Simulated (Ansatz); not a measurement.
# Cu+ with F−: superposition error and deformation, part 2 of 2

Ansatz 0.2.0, Gaussian basis. Earlier steps stand in the parts before.

### 11 B97M-V/def2-TZVPPD

The inputs:

a/in.yaml

```yaml
crystal:
  periodic: [false, false, false]
  atoms:
    - {symbol: Cu, position_ang: [-0.000000, -0.000000, -0.882397]}
basis:
  gaussian: {orbitals: "def2-TZVPPD.json"}
total_charge: 1
hamiltonian: {xc: {name: B97M-V}}
```

b/in.yaml

```yaml
crystal:
  periodic: [false, false, false]
  atoms:
    - {symbol: F, position_ang: [0.000000, 0.000000, 0.882397]}
basis:
  gaussian: {orbitals: "def2-TZVPPD.json"}
total_charge: -1
hamiltonian: {xc: {name: B97M-V}}
```

The same command starts each run, in its folder.

On the command line:

```console
$ ansatz run in.yaml --threads 2 --pin off --events-out ev --progress --plain --max-ram 5222MiB
```

Log of a, shortened:

```text
Functional definition: B97M-V
  name "B97M-V"
  cite "Mardirossian & Head-Gordon, J. Chem. Phys. 142, 074111 (2015) doi:10.1063/1.4907719"
  cite "Becke, J. Chem. Phys. 107, 8554 (1997) doi:10.1063/1.475007"
  cite "Vydrov & Van Voorhis, J. Chem. Phys. 133, 244103 (2010) doi:10.1063/1.3521275"
  # Of w^i u^j: cxij and so on, Table III.
[...]
  gx(w, u) = cx00 + cx01*u + cx02*u^2 + (cx10 + cx11*u)*w
  gss(w, u) = css00 + css02*u^2 + css10*w + (css32*w^3 + css42*w^4)*u^2
  gos(w, u) = cos00 + cos01*u + cos03*u^3 + cos10*w + cos32*w^3*u^2
[...]
      + integral(e_c_pw_mod_opposite_spin*gos(b97_w_opposite, b97_u_opposite)) + vv10(b, c)
509 factors; their error is unknown
[...]
mean field -44622.55542175 eV, -1639.8486654948 hartree, gradient 5.7e-5 eV, S^2 0.000000; 0 other end points of the search recorded, 0 dependent functions left out
reference -44622.55546930 eV, -1639.8486672424 hartree; 14, 14 occupied and 53, 53 virtual orbitals, 509 factors
Total energy: -44622.55546930 eV, -1639.8486672424 hartree
```

Output in b, shortened:

```text
[... 5 set-up lines as earlier in the session ...]
  # Of w^i u^j: cxij and so on, Table III.
[...]
  gx(w, u) = cx00 + cx01*u + cx02*u^2 + (cx10 + cx11*u)*w
  gss(w, u) = css00 + css02*u^2 + css10*w + (css32*w^3 + css42*w^4)*u^2
  gos(w, u) = cos00 + cos01*u + cos03*u^3 + cos10*w + cos32*w^3*u^2
[...]
      + integral(e_c_pw_mod_opposite_spin*gos(b97_w_opposite, b97_u_opposite)) + vv10(b, c)
197 factors; their error is unknown
[...]
mean field -2717.16474812 eV, -99.8539627329 hartree, gradient 8.6e-6 eV, S^2 0.000000; 0 other end points of the search recorded, 0 dependent functions left out
reference -2717.16478331 eV, -99.8539640264 hartree; 5, 5 occupied and 35, 35 virtual orbitals, 197 factors
Total energy: -2717.16478331 eV, -99.8539640264 hartree
```

Times: 0.75 s (a), 0.2 s (b) on 2 threads of Intel Xeon 6975P-C, shared host.

### 12 HSE06/def2-TZVPPD

Each input of step 11 (a, b) changes in the same lines:

```diff
-hamiltonian: {xc: {name: B97M-V}}
+hamiltonian: {xc: hse06}
```

One command serves all of them, each in its own folder.

On the command line:

```console
$ ansatz run in.yaml --threads 2 --pin off --events-out ev --progress --plain --max-ram 5222MiB
```

a printed, shortened:

```text
Functional definition: HSE06
  name "HSE06"
  cite "Heyd, Scuseria & Ernzerhof, J. Chem. Phys. 118, 8207 (2003) doi:10.1063/1.1564060"
  cite "Krukau, Vydrov, Izmaylov & Scuseria, J. Chem. Phys. 125, 224106 (2006) doi:10.1063/1.2404663"
  cite "Heyd & Scuseria, J. Chem. Phys. 120, 7274 (2004) doi:10.1063/1.1668634"
  cite "Ernzerhof & Perdew, J. Chem. Phys. 109, 3313 (1998) doi:10.1063/1.476928"
[... 2 set-up lines as earlier in the session ...]
[...]
  # The whole range is PBE's own exchange, as in plane waves. The composition of these papers is wPBEh.
[...]
586 factors; their error is unknown
28 factors; integrals over basis functions are off by at most 6.6e-5 eV
[...]
mean field -44625.49526435 eV, -1639.9567027178 hartree, gradient 5.9e-5 eV, S^2 0.000000; 0 other end points of the search recorded, 0 dependent functions left out
reference -44625.49529637 eV, -1639.9567038945 hartree; 14, 14 occupied and 53, 53 virtual orbitals, 586 factors
Total energy: -44625.49529637 eV, -1639.9567038945 hartree
```

Log of b, shortened:

```text
[... 8 set-up lines as earlier in the session ...]
[...]
  # The whole range is PBE's own exchange, as in plane waves. The composition of these papers is wPBEh.
[...]
197 factors; their error is unknown
14 factors; integrals over basis functions are off by at most 9.1e-5 eV
[...]
mean field -2715.47868861 eV, -99.7920011887 hartree, gradient 5.4e-6 eV, S^2 0.000000; 0 other end points of the search recorded, 0 dependent functions left out
reference -2715.47871629 eV, -99.7920022060 hartree; 5, 5 occupied and 35, 35 virtual orbitals, 197 factors
Total energy: -2715.47871629 eV, -99.7920022060 hartree
```

Times: 0.5 s (a), 0.15 s (b) on 2 threads of Intel Xeon 6975P-C, shared host.

### 13 CCSD(T)/def2-TZVPPD

Edit a/in.yaml of step 12 so:

```diff
@@ -7,2 +7,2 @@
 total_charge: 1
-hamiltonian: {xc: hse06}
+correlation: {method: ccsd_t, frozen_orbitals: {Cu: 9}}
```

Edit b/in.yaml of step 12 so:

```diff
@@ -7,2 +7,2 @@
 total_charge: -1
-hamiltonian: {xc: hse06}
+correlation: {method: ccsd_t}
```

Each run has its own folder and the same command.

On the command line:

```console
$ ansatz run in.yaml --threads 2 --pin off --events-out ev --progress --plain --max-ram 5222MiB
```

Log of a, shortened:

```text
Functional definition: HF
  name "HF"
  cite "Fock, Z. Phys. 61, 126 (1930) doi:10.1007/BF01340294"
[... 1 set-up line as earlier in the session ...]
[...]
466 factors; integrals over basis functions are off by at most 1.4e-4 eV
[...]
mean field -44590.93228105 eV, -1638.6865365090 hartree, gradient 7.8e-7 eV, S^2 0.000000; 0 other end points of the search recorded, 0 dependent functions left out
9 core orbitals not correlated: weight in the atoms' cores, before any rotation towards them, 1.000 or more for the frozen orbitals, at most 0.000 for the correlated occupied ones
reference -44590.93228105 eV, -1638.6865365090 hartree; 5, 5 occupied and 53, 53 virtual orbitals, 466 factors
second order -12.23242520 eV of doubles, -0.00000000 eV of singles
cycle   1  -10.14848895 eV  change     2.1e0 eV  update   1.1e-1
[...]
cycle   9  -10.67504323 eV  change    9.7e-6 eV  update   1.2e-6
perturbative correction -0.35026659 eV, -0.0128720597 hartree
Total energy: -44601.95759086 eV, -1639.0917091716 hartree
```

Log of b, shortened:

```text
[... 4 set-up lines as earlier in the session ...]
[...]
257 factors; integrals over basis functions are off by at most 1.5e-4 eV
[...]
mean field -2706.33087263 eV, -99.4558251521 hartree, gradient 3.0e-6 eV, S^2 0.000000; 0 other end points of the search recorded, 0 dependent functions left out
1 core orbitals not correlated: weight in the atoms' cores, before any rotation towards them, 1.000 or more for the frozen orbitals, at most 0.000 for the correlated occupied ones
reference -2706.33087263 eV, -99.4558251521 hartree; 4, 4 occupied and 35, 35 virtual orbitals, 257 factors
second order -7.81390746 eV of doubles, -0.00000000 eV of singles
cycle   1  -7.41661830 eV  change    4.0e-1 eV  update   9.9e-2
[...]
cycle   9  -7.66117941 eV  change    1.9e-6 eV  update   3.4e-6
perturbative correction -0.25873588 eV, -0.0095083682 hartree
Total energy: -2714.25078792 eV, -99.7468766706 hartree
```

They took 0.75 s (a), 0.15 s (b) on 2 threads of Intel Xeon 6975P-C, shared host.

### 14 The split

```
      method  interaction with counterpoise (kcal/mol)  without  superposition error  deformation  binding energy
      PBE-D4                                   -203.99  -204.43                 0.44         0.00         -203.99
   revPBE-D4                                   -198.92  -199.39                 0.47         0.00         -198.92
     BLYP-D4                                   -202.56  -203.01                 0.45         0.00         -202.56
   r2SCAN-D4                                   -205.85  -206.17                 0.31         0.00         -205.85
      B97M-V                                   -205.20  -205.48                 0.28         0.00         -205.20
     PBE0-D4                                   -195.94  -196.25                 0.31         0.00         -195.94
    B3LYP-D4                                   -196.92  -197.26                 0.34         0.00         -196.92
    HSE06-D4                                   -195.85  -196.16                 0.31         0.00         -195.85
     wB97X-V                                   -193.48  -193.77                 0.29         0.00         -193.48
     wB97M-V                                   -193.18  -193.45                 0.28         0.00         -193.18
      B2PLYP                                   -193.95  -194.68                 0.73         0.00         -193.95
Hartree-Fock                                   -173.76  -174.04                 0.28         0.00         -173.76
         MP2                                   -188.59  -190.14                 1.54         0.00         -188.59
        CCSD                                   -185.26  -186.66                 1.40         0.00         -185.26
     CCSD(T)                                   -187.24  -188.92                 1.67         0.00         -187.24
```

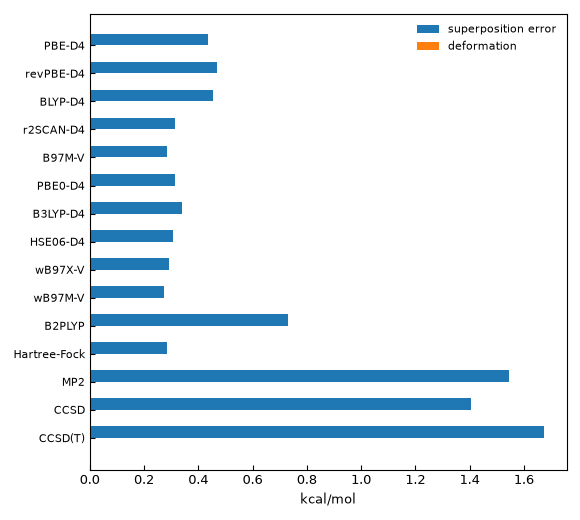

Superposition error and deformation energy by method.

### 15 Outcome

The summary covers parts 1 to 2.

| quantity | value |
| --- | --- |
| interaction, CCSD(T) | -187.24 kcal/mol |
| superposition error | 1.67 kcal/mol |
| deformation | 0.00 kcal/mol |
| binding energy | -187.24 kcal/mol |

**Reading.** In this basis the superposition error is 1.67 kcal/mol for CCSD(T) and 0.35 kcal/mol on average for the plain functionals: correlated methods borrow far more, since they need many more functions to converge.
